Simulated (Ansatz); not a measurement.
# [HO2]− (SMILES [O-]O) at r2SCAN/def2-TZVPPD

What is the vertical ionisation energy of [HO2]− at r2SCAN/def2-TZVPPD? 

Program for the calculation: Ansatz 0.2.0.

2 further runs of the same task are left out: 2 set aside as unsound or not needed.

## Step 1: The molecule

[HO2]− has 3 atoms, charge -1, and is taken as a singlet. SMILES: `[O-]O`. The shape is that of a PBE0-D4/def2-TZVPD optimisation.

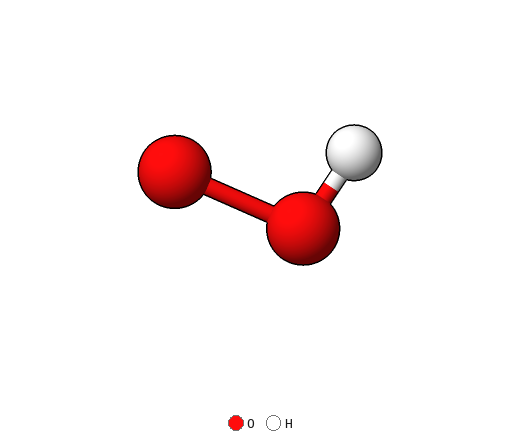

The structure, seen from a chosen angle (oxygen red, hydrogen white).

## Step 2: A single-point energy at r2SCAN/def2-TZVPPD

The input, in.yaml:

```yaml
crystal:
  periodic: [false, false, false]
  atoms:
    - symbol: O
      position_ang: [-0.357760, 1.025590, -0.080830]
    - symbol: O
      position_ang: [-0.242260, -0.445880, -0.180750]
    - symbol: H
      position_ang: [0.600030, -0.579720, 0.261570]
basis:
  gaussian: {orbitals: def2-TZVPPD.json}
total_charge: -1
magnetization: {spin_polarized: false, initial_magnetization: 0}
output: {orbitals: {seedname: orbitals}}
accuracy: high
hamiltonian: {xc: {name: r2SCAN}}
```

The basis set def2-TZVPPD is read from a file made from the Basis Set Exchange's data (not shown).

Command:

```sh
$ ansatz run in.yaml --threads 1 --pin off --max-ram 3480MiB --events-out events.jsonl --progress --plain --runs-dir runs
```

Standard output:

```text
Warning: RAYON_NUM_THREADS=1 ignored (pool sized by the plan → 1); use --threads N
Functional definition: r2SCAN
  name "r2SCAN"
  parameter k0 = 0.174
  parameter k1 = 0.065
  parameter a1 = 4.9479
  exchange = r2scan_x(k0 = k0, k1 = k1, a1 = a1)
  correlation = r2scan_c
1485 factors; integrals over basis functions are off by at most 3.9e-9 eV
mean field evaluation 1: about -4105.9038 eV, gradient 2.6e1 eV
mean field evaluation 2: about -4103.5429 eV, gradient 4.6e1 eV
mean field evaluation 4: about -4107.0347 eV, gradient 6.0e0 eV
mean field evaluation 8: about -4107.0977 eV, gradient 5.6e-2 eV
mean field evaluation 16: about -4107.0977 eV, gradient 1.6e-6 eV
mean field -4107.09767736 eV, -150.9330557520 hartree, gradient 2.2e-8 eV, S^2 0.000000; 0 other end points of the search recorded, 0 dependent functions left out
reference -4107.09767802 eV, -150.9330557764 hartree; 9, 9 occupied and 88, 88 virtual orbitals, 1485 factors
Total energy: -4107.09767802 eV, -150.9330557764 hartree
```

It took 3.6 s on 1 thread of Arm Neoverse V2, shared host; peak memory 0.2 GiB.

## Step 3: Doublet neutral HO2 at the same level

The input, molecule.yaml:

```yaml
basis:
  gaussian: {orbitals: def2-TZVPPD.json}
crystal:
  periodic: [false, false, false]
  atoms:
    - {symbol: O, position_ang: [-0.357760, 1.025590, -0.080830]}
    - {symbol: O, position_ang: [-0.242260, -0.445880, -0.180750]}
    - {symbol: H, position_ang: [0.600030, -0.579720, 0.261570]}
magnetization: {spin_polarized: true, initial_magnetization: 1}
hamiltonian: {xc: r2scan}
accuracy: high
output: {orbitals: {seedname: orbitals}}
```

The basis set def2-TZVPPD is read from a file made from the Basis Set Exchange's data (not shown).

Command:

```sh
$ ansatz run molecule.yaml --threads 1 --pin off --max-ram 3480MiB --events-out events.jsonl --progress --plain --runs-dir runs
```

Standard output (excerpt; [...] marks lines left out):

```text
Warning: RAYON_NUM_THREADS=1 ignored (pool sized by the plan → 1); use --threads N
[... 7 set-up lines as earlier in the session ...]
1485 factors; integrals over basis functions are off by at most 3.9e-9 eV
mean field evaluation 1: about -4104.6794 eV, gradient 2.0e1 eV
mean field evaluation 2: about -4103.3889 eV, gradient 2.8e1 eV
mean field evaluation 4: about -4106.0048 eV, gradient 1.6e0 eV
mean field evaluation 8: about -4106.0176 eV, gradient 9.6e-2 eV
mean field evaluation 16: about -4106.0176 eV, gradient 2.9e-5 eV
mean field -4106.01763196 eV, -150.8933648157 hartree, gradient 3.7e-8 eV, S^2 0.755207; 1 other end points of the search recorded, 0 dependent functions left out
reference -4106.01763714 eV, -150.8933650061 hartree; 9, 8 occupied and 88, 89 virtual orbitals, 1485 factors
Total energy: -4106.01763714 eV, -150.8933650061 hartree
```

It took 7.2 s on 1 thread of Arm Neoverse V2, shared host; peak memory 0.26 GiB.

## Step 4: Results

Level: r2SCAN/def2-TZVPPD.

```
                                                             quantity          value
                                         singlet [HO2]−: total energy  -150.93306 Eh
                                          singlet [HO2]−: HOMO energy        2.70 eV
                                          singlet [HO2]−: LUMO energy        4.91 eV
singlet [HO2]−: HOMO–LUMO gap (to an unbound level, set by the basis)        2.21 eV
                                    doublet neutral HO2: total energy  -150.89337 Eh
              doublet neutral HO2: HOMO energy (highest over α and β)       -7.26 eV
               doublet neutral HO2: LUMO energy (lowest over α and β)       -4.96 eV
                                            doublet neutral HO2: ⟨S²⟩          0.755
                  vertical detachment energy (to the doublet neutral)       1.080 eV
```

What this shows: The vertical ionisation energy comes to 1.08 eV (25 kcal/mol). −ε(HOMO) before ionisation, -2.70 eV, is 3.78 eV below this ionisation energy. The HOMO (singlet [HO2]−) lies at positive energy, 2.70 eV, as semi-local functionals often give for anions; only total energies tell whether the electron is bound.
